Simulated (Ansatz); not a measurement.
The starting structures come from a database of crystals and need not be the phases stable at ambient conditions.

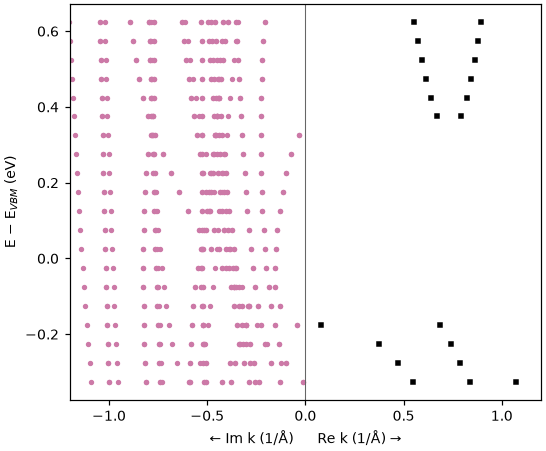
Figure. Complex bands at the centre of the two-dimensional zone; PBEsol in Ansatz (a quantum-chemistry and plane-wave program)

No gap correction and no spin-orbit coupling; mid-gap values are interpolated between computed energies.

### Question
This is AgRhO2 (R-3m, not sure to be the ambient phase, 4 atoms a cell, 13.3 Å³ an atom, -10 GPa at this level) along the normal of (100). Read off the slowest decay at the centre of the two-dimensional zone at 0.17 eV, the computed energy nearest the middle of the gap.

### Answer
κ ≈ 0.12 1/Å, a decay length 1/(2κ) of the density of 4.3 Å.
